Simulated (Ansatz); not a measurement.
# CuCl (triplet): B2PLYP over vertical spin and charge gaps, def2-SVP

Aim: run CuCl (triplet) with these functionals over vertical spin and charge gaps, and hold them against the top wave-function level at the same points.

Method: def2-SVP, all electrons in the functionals, frozen cores in the correlation of double hybrids and RPA; program: Ansatz 0.2.0, Gaussian basis.

To be run: B2PLYP, at charge 0, triplet; charge 0, singlet; charge 0, quintet; charge 1, doublet; charge 1, quartet.

20 further runs of the same task are left out: 2 for a known fault of the program, 6 that didn't finish, 12 set aside as unsound or not needed.

## Step 1: The geometry

The geometry is a PBE0/def2-TZVP stationary point (not a proven minimum).

2 atoms, charge 0, spin multiplicity 3.

Atoms are counted from 1 here; the program's logs count them from 0.

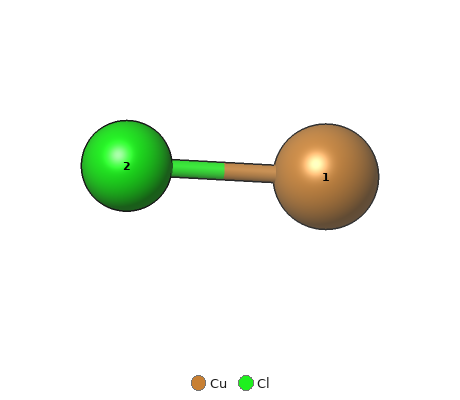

The structure; copper orange, chlorine green; atoms are numbered from 1 in the order of the file.

Coordinates:

```xyz
2
ClCu
Cu    0.00000    0.00000    0.00000
Cl    0.00000    0.00000    2.14060
```

No dispersion term is added.

The geometry shown and the zero of energy belong to the point charge 0, triplet. The yardstick, UCCSD(T), and other wave-function levels (R restricted, U unrestricted, valence and pair active spaces) come from earlier runs.

## Step 2: B2PLYP, charge 0, triplet

Input file in.yaml:

```yaml
crystal:
  periodic: [false, false, false]
  atoms:
    - {symbol: Cu, position_ang: [0.000000, 0.000000, 0.000000]}
    - {symbol: Cl, position_ang: [0.000000, 0.000000, 2.140600]}
basis:
  gaussian: {orbitals: def2-SVP}
magnetization: {spin_polarized: true, initial_magnetization: 2}
hamiltonian: {xc: {name: B2PLYP}}
correlation: {electrons: outside_noble_gas}
```

On the command line:

```
$ ansatz run in.yaml --threads 1 --pin off --events-out ev --progress --plain --max-ram 2393MiB
```

What it wrote:

```text
Functional definition: B2PLYP
  name "B2PLYP"
  cite "Grimme, J. Chem. Phys. 124, 034108 (2006) doi:10.1063/1.2148954"
  cite "Becke, Phys. Rev. A 38, 3098 (1988) doi:10.1103/PhysRevA.38.3098"
  cite "Lee, Yang & Parr, Phys. Rev. B 37, 785 (1988) doi:10.1103/PhysRevB.37.785"
  parameter a = 0.53
  parameter c = 0.27
  exchange = (1 - a)*b88_x + a*exact_x
  correlation = (1 - c)*lyp_c + c*(mp2_os + mp2_ss)
508 factors; integrals over basis functions are off by at most 9.7e-4 eV
mean field evaluation 1: about -57129.5840 eV, gradient 3.3e1 eV
mean field evaluation 2: about -57129.6755 eV, gradient 3.3e1 eV
mean field evaluation 4: about -57133.6247 eV, gradient 1.2e1 eV
mean field evaluation 8: about -57134.7126 eV, gradient 1.5e0 eV
mean field evaluation 16: about -57134.7214 eV, gradient 1.3e-3 eV
mean field evaluation 32: about -57134.9173 eV, gradient 1.6e0 eV
mean field evaluation 64: about -57134.9274 eV, gradient 1.6e-1 eV
mean field evaluation 96: about -57111.7108 eV, gradient 4.4e1 eV
mean field evaluation 128: about -57134.9177 eV, gradient 1.4e-1 eV
mean field -57134.92744838 eV, -2099.6698562831 hartree, gradient 3.1e-6 eV, S^2 2.002774; 9 other end points of the search recorded, 0 dependent functions left out
14 core orbitals not correlated: weight in the atoms' cores, before any rotation towards them, 1.000 or more for the frozen orbitals, at most 0.000 for the correlated occupied ones
reference -57134.92757587 eV, -2099.6698609682 hartree; 10, 8 occupied and 25, 27 virtual orbitals, 508 factors
second order -11.43712838 eV of doubles, -0.00000000 eV of singles
Total energy: -57138.01560053 eV, -2099.7833437814 hartree
```

Run time: 34 s. Hardware: 1 thread of Intel Xeon at 2.50GHz, shared host.

From the report: ⟨S²⟩ of the determinant 2.003 (pure triplet: 2.00).

## Step 3: B2PLYP, charge 0, singlet

in.yaml, as its differences from that of step 2:

```diff
@@ -7,3 +7,2 @@
   gaussian: {orbitals: def2-SVP}
-magnetization: {spin_polarized: true, initial_magnetization: 2}
 hamiltonian: {xc: {name: B2PLYP}}
```

Same command.

What it wrote:

```text
Functional definition: B2PLYP
  name "B2PLYP"
  cite "Grimme, J. Chem. Phys. 124, 034108 (2006) doi:10.1063/1.2148954"
  cite "Becke, Phys. Rev. A 38, 3098 (1988) doi:10.1103/PhysRevA.38.3098"
  cite "Lee, Yang & Parr, Phys. Rev. B 37, 785 (1988) doi:10.1103/PhysRevB.37.785"
  parameter a = 0.53
  parameter c = 0.27
  exchange = (1 - a)*b88_x + a*exact_x
  correlation = (1 - c)*lyp_c + c*(mp2_os + mp2_ss)
508 factors; integrals over basis functions are off by at most 9.7e-4 eV
mean field evaluation 1: about -57133.7332 eV, gradient 4.5e1 eV
mean field evaluation 2: about -57133.7998 eV, gradient 4.5e1 eV
mean field evaluation 4: about -57136.7171 eV, gradient 3.6e0 eV
mean field evaluation 8: about -57136.7667 eV, gradient 7.7e-2 eV
mean field evaluation 16: about -57136.7667 eV, gradient 1.1e-5 eV
mean field -57136.76674198 eV, -2099.7374490764 hartree, gradient 2.0e-6 eV, S^2 0.000000; 0 other end points of the search recorded, 0 dependent functions left out
14 core orbitals not correlated: weight in the atoms' cores, before any rotation towards them, 1.000 or more for the frozen orbitals, at most 0.000 for the correlated occupied ones
reference -57136.76686932 eV, -2099.7374537559 hartree; 9, 9 occupied and 26, 26 virtual orbitals, 508 factors
second order -14.16234622 eV of doubles, -0.00000000 eV of singles
Total energy: -57140.59070280 eV, -2099.8779770444 hartree
```

It took 3.4 s on 1 thread of Intel Xeon at 2.50GHz, shared host.

From charge 0, triplet: -59.4 kcal/mol.

## Step 4: B2PLYP, charge 0, quintet

in.yaml, as its differences from that of step 3:

```diff
@@ -7,2 +7,3 @@
   gaussian: {orbitals: def2-SVP}
+magnetization: {spin_polarized: true, initial_magnetization: 4}
 hamiltonian: {xc: {name: B2PLYP}}
```

The command is unchanged.

What it wrote:

```text
Functional definition: B2PLYP
  name "B2PLYP"
  cite "Grimme, J. Chem. Phys. 124, 034108 (2006) doi:10.1063/1.2148954"
  cite "Becke, Phys. Rev. A 38, 3098 (1988) doi:10.1103/PhysRevA.38.3098"
  cite "Lee, Yang & Parr, Phys. Rev. B 37, 785 (1988) doi:10.1103/PhysRevB.37.785"
  parameter a = 0.53
  parameter c = 0.27
  exchange = (1 - a)*b88_x + a*exact_x
  correlation = (1 - c)*lyp_c + c*(mp2_os + mp2_ss)
510 factors; integrals over basis functions are off by at most 9.7e-4 eV
mean field evaluation 1: about -57117.3321 eV, gradient 3.5e1 eV
mean field evaluation 2: about -57117.3759 eV, gradient 3.5e1 eV
mean field evaluation 4: about -57118.8668 eV, gradient 3.9e1 eV
mean field evaluation 8: about -57124.0662 eV, gradient 6.4e-1 eV
mean field evaluation 16: about -57125.0281 eV, gradient 3.2e0 eV
mean field evaluation 32: about -57127.5689 eV, gradient 3.1e0 eV
mean field evaluation 64: about -57127.2475 eV, gradient 3.3e-3 eV
mean field evaluation 96: about -57127.5115 eV, gradient 6.2e-1 eV
mean field evaluation 128: about -57127.5809 eV, gradient 3.4e-1 eV
mean field evaluation 160: about -57127.3138 eV, gradient 2.5e0 eV
mean field evaluation 192: about -57127.2401 eV, gradient 3.8e-1 eV
mean field evaluation 224: about -57127.5972 eV, gradient 7.0e-2 eV
mean field evaluation 256: about -57110.8267 eV, gradient 4.4e1 eV
mean field evaluation 288: about -57126.2580 eV, gradient 5.4e0 eV
mean field -57127.59725777 eV, -2099.4004767467 hartree, gradient 2.1e-6 eV, S^2 6.004124; 19 other end points of the search recorded, 0 dependent functions left out
14 core orbitals not correlated: weight in the atoms' cores, before any rotation towards them, 1.000 or more for the frozen orbitals, at most 0.000 for the correlated occupied ones
reference -57127.59738191 eV, -2099.4004813089 hartree; 11, 7 occupied and 24, 28 virtual orbitals, 510 factors
second order -10.19352005 eV of doubles, -0.00000000 eV of singles
Total energy: -57130.34963232 eV, -2099.5016246461 hartree
```

Wall time 93 s (1 thread of Intel Xeon at 2.50GHz, shared host).

From the report: ⟨S²⟩ of the determinant 6.004 (pure quintet: 6.00).

From charge 0, triplet: +176.8 kcal/mol.

## Step 5: B2PLYP, charge 1, doublet

in.yaml, as its differences from that of step 4:

```diff
@@ -7,3 +7,4 @@
   gaussian: {orbitals: def2-SVP}
-magnetization: {spin_polarized: true, initial_magnetization: 4}
+total_charge: 1
+magnetization: {spin_polarized: true, initial_magnetization: 1}
 hamiltonian: {xc: {name: B2PLYP}}
```

Same command.

What it wrote:

```text
Functional definition: B2PLYP
  name "B2PLYP"
  cite "Grimme, J. Chem. Phys. 124, 034108 (2006) doi:10.1063/1.2148954"
  cite "Becke, Phys. Rev. A 38, 3098 (1988) doi:10.1103/PhysRevA.38.3098"
  cite "Lee, Yang & Parr, Phys. Rev. B 37, 785 (1988) doi:10.1103/PhysRevB.37.785"
  parameter a = 0.53
  parameter c = 0.27
  exchange = (1 - a)*b88_x + a*exact_x
  correlation = (1 - c)*lyp_c + c*(mp2_os + mp2_ss)
506 factors; integrals over basis functions are off by at most 1.2e-3 eV
mean field evaluation 1: about -57114.2661 eV, gradient 6.4e1 eV
mean field evaluation 2: about -57114.3493 eV, gradient 6.4e1 eV
mean field evaluation 4: about -57127.0437 eV, gradient 8.4e0 eV
mean field evaluation 8: about -57127.4306 eV, gradient 4.0e-1 eV
mean field evaluation 16: about -57127.4353 eV, gradient 2.5e-3 eV
mean field evaluation 32: about -57039.9185 eV, gradient 7.1e1 eV
mean field -57127.43526749 eV, -2099.3945237140 hartree, gradient 8.8e-6 eV, S^2 0.755296; 2 other end points of the search recorded, 0 dependent functions left out
14 core orbitals not correlated: weight in the atoms' cores, before any rotation towards them, 1.000 or more for the frozen orbitals, at most 0.000 for the correlated occupied ones
reference -57127.43540621 eV, -2099.3945288119 hartree; 9, 8 occupied and 26, 27 virtual orbitals, 506 factors
second order -13.48778476 eV of doubles, -0.00000000 eV of singles
Total energy: -57131.07710810 eV, -2099.5283588877 hartree
```

Wall time 8 s (1 thread of Intel Xeon at 2.50GHz, shared host).

From the report: ⟨S²⟩ of the determinant 0.755 (pure doublet: 0.75).

From charge 0, triplet: +160.0 kcal/mol.

## Step 6: B2PLYP, charge 1, quartet

in.yaml, as its differences from that of step 5:

```diff
@@ -8,3 +8,3 @@
 total_charge: 1
-magnetization: {spin_polarized: true, initial_magnetization: 1}
+magnetization: {spin_polarized: true, initial_magnetization: 3}
 hamiltonian: {xc: {name: B2PLYP}}
```

The command is unchanged.

What it wrote:

```text
Functional definition: B2PLYP
  name "B2PLYP"
  cite "Grimme, J. Chem. Phys. 124, 034108 (2006) doi:10.1063/1.2148954"
  cite "Becke, Phys. Rev. A 38, 3098 (1988) doi:10.1103/PhysRevA.38.3098"
  cite "Lee, Yang & Parr, Phys. Rev. B 37, 785 (1988) doi:10.1103/PhysRevB.37.785"
  parameter a = 0.53
  parameter c = 0.27
  exchange = (1 - a)*b88_x + a*exact_x
  correlation = (1 - c)*lyp_c + c*(mp2_os + mp2_ss)
506 factors; integrals over basis functions are off by at most 1.2e-3 eV
mean field evaluation 1: about -57103.2374 eV, gradient 6.9e1 eV
mean field evaluation 2: about -57103.3361 eV, gradient 6.9e1 eV
mean field evaluation 4: about -57093.1968 eV, gradient 9.0e1 eV
mean field evaluation 8: about -57123.1498 eV, gradient 1.5e1 eV
mean field evaluation 16: about -57124.2300 eV, gradient 3.8e-2 eV
mean field evaluation 32: about -57124.2304 eV, gradient 2.4e-6 eV
mean field evaluation 64: about -57124.2304 eV, gradient 9.1e-2 eV
mean field evaluation 96: about -57124.2283 eV, gradient 7.8e-2 eV
mean field -57124.23041337 eV, -2099.2767474971 hartree, gradient 1.5e-6 eV, S^2 3.754649; 8 other end points of the search recorded, 0 dependent functions left out
14 core orbitals not correlated: weight in the atoms' cores, before any rotation towards them, 1.000 or more for the frozen orbitals, at most 0.000 for the correlated occupied ones
reference -57124.23056191 eV, -2099.2767529558 hartree; 10, 7 occupied and 25, 28 virtual orbitals, 506 factors
second order -10.15204482 eV of doubles, -0.00000000 eV of singles
Total energy: -57126.97161401 eV, -2099.3774847626 hartree
```

It took 27 s on 1 thread of Intel Xeon at 2.50GHz, shared host.

From the report: ⟨S²⟩ of the determinant 3.755 (pure quartet: 3.75).

From charge 0, triplet: +254.7 kcal/mol.

## Step 7: Against the wave-function levels

No level is safe as a reference over these points; UCCSD(T) serves as a yardstick only. It comes from earlier runs at the same points. Energies in kcal/mol, counted from charge 0, triplet; blanks weren't run or aren't comparable.

```
   level  triplet to singlet  triplet to quintet  ionisation to the doublet cation  ionisation to the quartet cation
UCCSD(T)               -54.6               169.4                             158.0                             246.7
  B2PLYP               -59.4               176.8                             160.0                             254.7
```

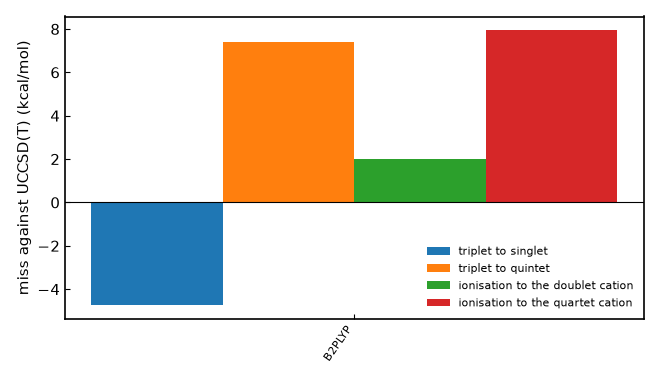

Misses of the gaps against UCCSD(T).

Largest miss and mean time a point (UCCSD(T) took 1.9 min a point; shared hosts):

```
 level  largest miss (kcal/mol)                             where  time a point
B2PLYP                     +7.9  ionisation to the quartet cation          33 s
```

## Step 8: Outcome

```
                                  quantity                                             value
              triplet to singlet, UCCSD(T)                                    -54.6 kcal/mol
              triplet to quintet, UCCSD(T)                                    169.4 kcal/mol
ionisation to the doublet cation, UCCSD(T)                                    158.0 kcal/mol
ionisation to the quartet cation, UCCSD(T)                                    246.7 kcal/mol
                      largest miss, B2PLYP  +7.9 kcal/mol (ionisation to the quartet cation)
```

**Reading.** B2PLYP strays by up to 7.9 kcal/mol, at ionisation to the quartet cation. Functionals and the yardstick converge differently with the basis, so part of each miss in def2-SVP is the basis. The yardstick itself may be off where one determinant is a poor start.
